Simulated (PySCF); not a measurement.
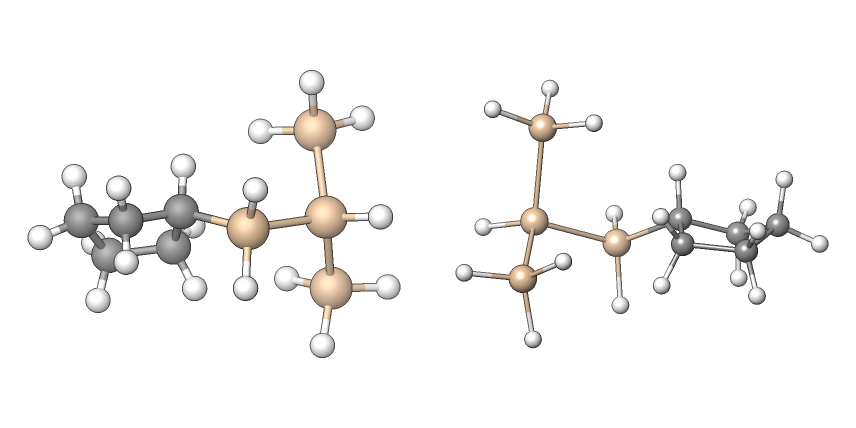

Both panels show the same species. Colours: silicon light orange, carbon grey, hydrogen white.

Computed geometry: PBE0-D3(BJ)/def2-SVP optimisation. No frequency run is at hand to confirm it as a minimum.

**What is the molecular formula?**

C₅H₁₈Si₄, 27 atoms: 5 carbon, 18 hydrogen and 4 silicon.

**Does it have rings?**

Independent rings (smallest set): 1 of 5 members.

More results for the same structure follow; atom numbers are the same in all pictures, views and colours differ.

## Geometry

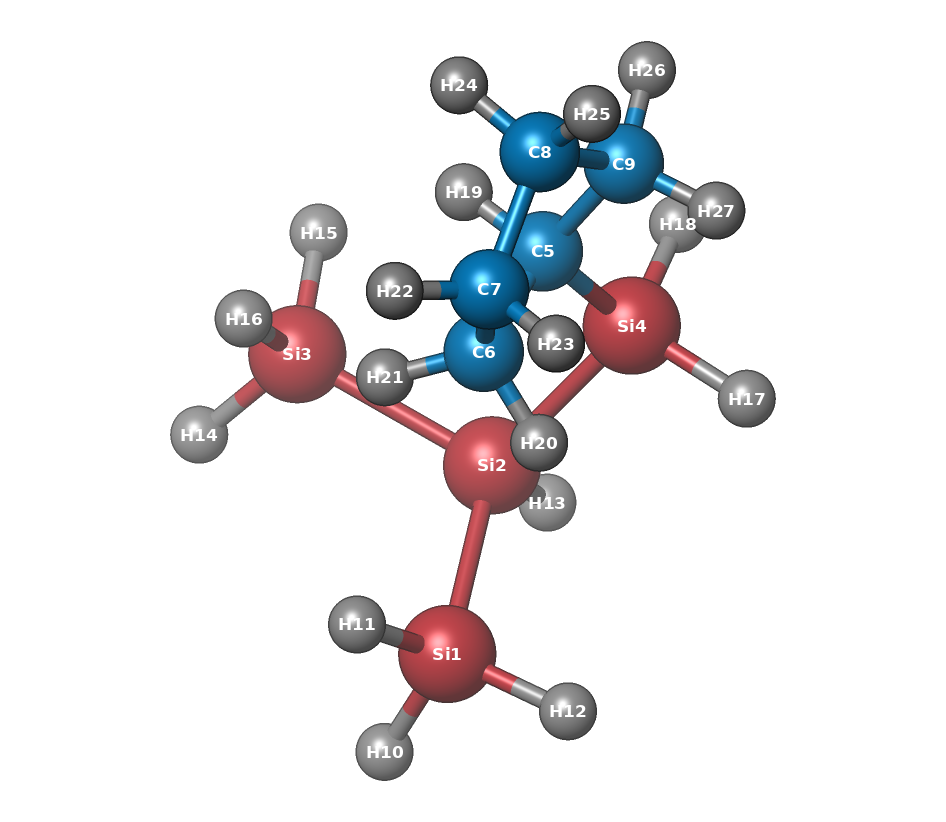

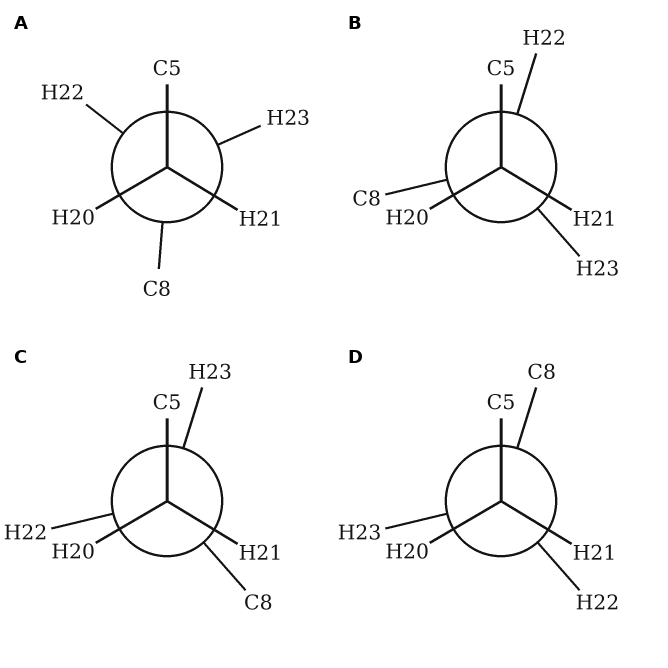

Depth is shown by fading: the farther an atom, the more it takes the colour of the background. Bonds that would overlap in a projection are set slightly apart. No frequency run is at hand to confirm it as a minimum.

**Which Newman projection shows the view along C6–C7, with C6 in front?**

D. The torsion angle C5–C6–C7–C8 is 5°, synperiplanar (eclipsed).

## Dipole moment

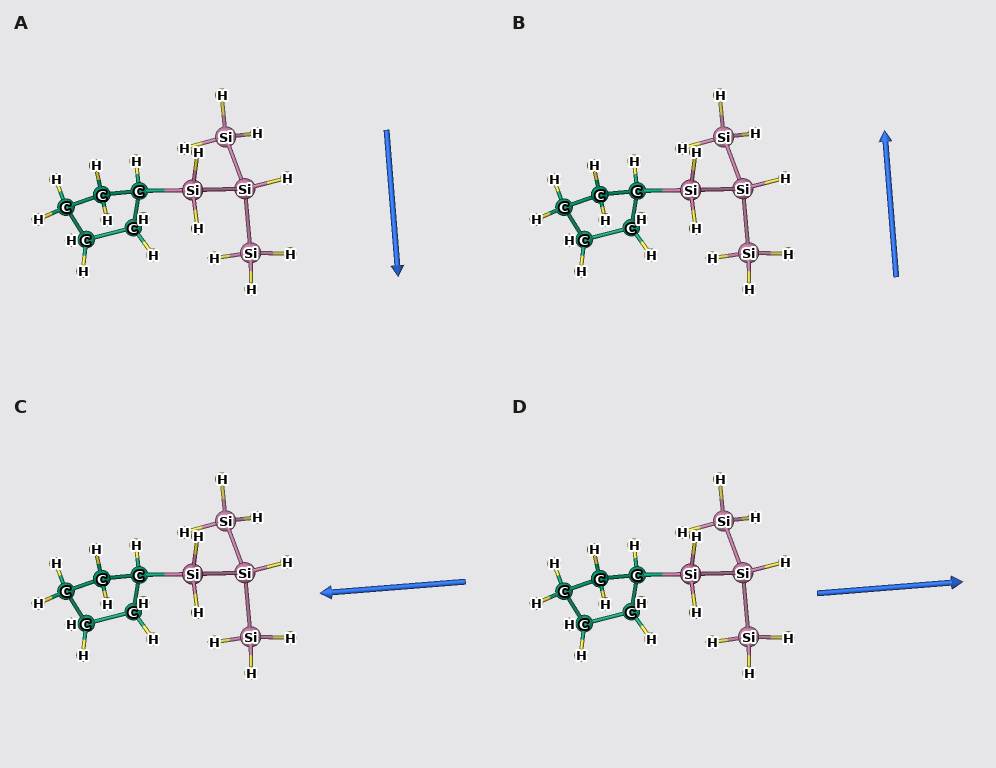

The same molecule four times, each with an arrow. No frequency run is at hand to confirm it as a minimum. Method: PBE0/pcSseg-1, gas phase (PySCF 2.14.0).

**Which arrow points along the dipole moment, from the negative to the positive end?**

C. The dipole moment is 1.13 D.

## NMR shielding

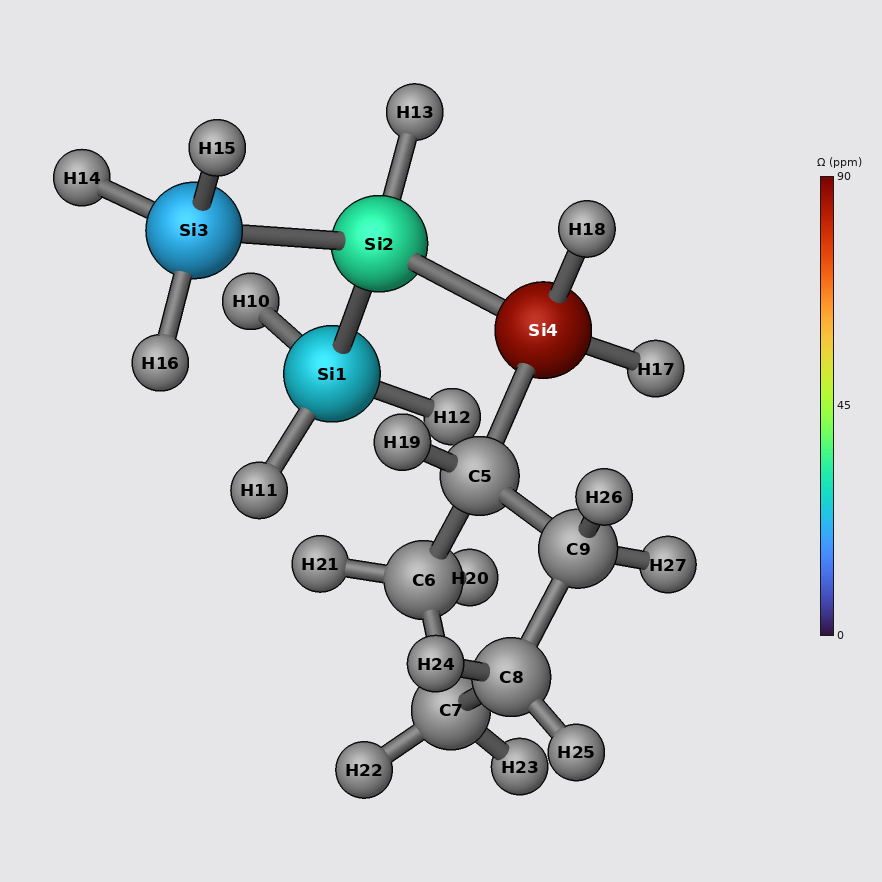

The Si atoms are coloured by the span of their shielding tensor. No frequency run is at hand to confirm it as a minimum. Level of theory: GIAO PBE0/pcSseg-1 NMR shielding, non-relativistic, gas phase (PySCF 2.14.0). Principal shieldings σ11 ≤ σ22 ≤ σ33, span Ω = σ33 − σ11, skew κ = 3(σiso − σ22)/Ω.

**Which Si atom has the most anisotropic shielding?**

Si4, with a span of 86 ppm.

Give the shielding tensors of the Si atoms.

```
atom    σ11    σ22    σ33   σiso     Ω     κ
 Si1  442.7  443.1  467.4  451.1  24.7  0.97
 Si2  475.0  483.9  507.6  488.8  32.7  0.45
 Si3  447.0  449.5  468.7  455.1  21.7  0.77
 Si4  373.4  389.0  459.6  407.4  86.2  0.64
```

Shieldings and span in ppm.

## Ring current

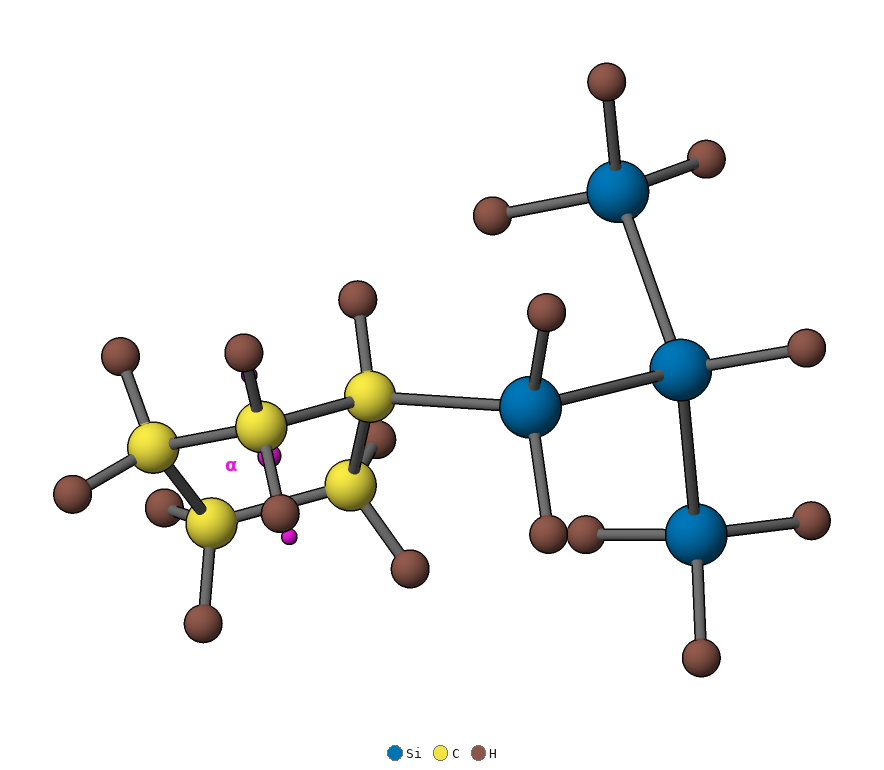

The small points mark where nucleus-independent chemical shifts (NICS) were computed: at the centre of each lettered ring and 1 Å above and below it. No frequency run is at hand to confirm it as a minimum. Method: GIAO PBE0/pcSseg-1 NMR shielding, non-relativistic, gas phase (PySCF 2.14.0).

Give NICS(0), NICS(1) and the out-of-plane component NICS(1)zz for each ring (means of the two sides).

```tsv
ring	members	NICS(0)	NICS(1)	NICS(1)zz
α	C5	−5.8	−4.3	−4.1
```

Values in ppm.

**What do the values say about the ring currents?**

Ring α: weak, as in a non-aromatic ring. NICS is one index among several.
